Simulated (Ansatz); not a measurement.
```cif
data_structure
_symmetry_space_group_name_H-M 'P 1'
_symmetry_Int_Tables_number 1
_cell_length_a 4.3084
_cell_length_b 7.4739
_cell_length_c 10.9856
_cell_angle_alpha 90.024
_cell_angle_beta 90.019
_cell_angle_gamma 90.106
_cell_volume 353.75
loop_
_atom_site_label
_atom_site_type_symbol
_atom_site_fract_x
_atom_site_fract_y
_atom_site_fract_z
_atom_site_occupancy
K1 K 0.75113 0.41651 0.81582 1
K2 K 0.25105 0.58281 0.18421 1
Li1 Li 0.75240 0.74976 0.49990 1
Br1 Br 0.75051 0.41597 0.36995 1
Br2 Br 0.25151 0.58337 0.63011 1
Br3 Br 0.75190 0.74966 0.00002 1
K3 K 0.25260 0.91662 0.81581 1
K4 K 0.75035 0.08266 0.18430 1
Li2 Li 0.24760 0.25024 0.50010 1
Br4 Br 0.25006 0.91584 0.36997 1
Br5 Br 0.75281 0.08343 0.63006 1
Br6 Br 0.25083 0.24965 0.00007 1
```

Space group P1; a structure from a database of computed crystals, not necessarily the ambient phase; started from the K2NaCl3-164 prototype, which need not be the ambient phase; changed on purpose from its base cell (shaken).

The calculation used DFT, PBEsol, plane waves, PAW in Ansatz 0.2.0.

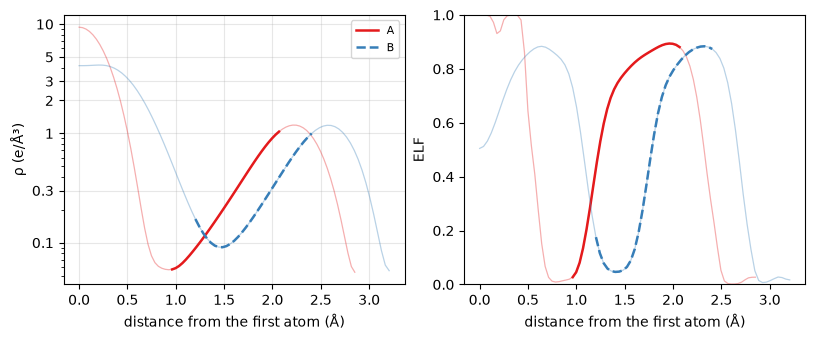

K2LiBr3. Valence charge density (pseudo) and electron localisation function along straight lines between neighbouring atoms. Thin, pale parts lie inside the atomic spheres.

The density is the valence pseudo-density of a PAW calculation; it isn't the true density close to the nuclei.

### Which curve belongs to which contact (K–Br and Li–Br)? The first atom named is at distance zero.

Curve A: Li–Br (2.85 Å): ρ at the midpoint is about 0.17 e/Å³; the ELF is about 0.75 at the midpoint (a largely ionic contact). Curve B: K–Br (3.21 Å): ρ is about 0.1 e/Å³ halfway; the ELF is about 0.15 at the midpoint; a closed-shell, largely ionic contact.
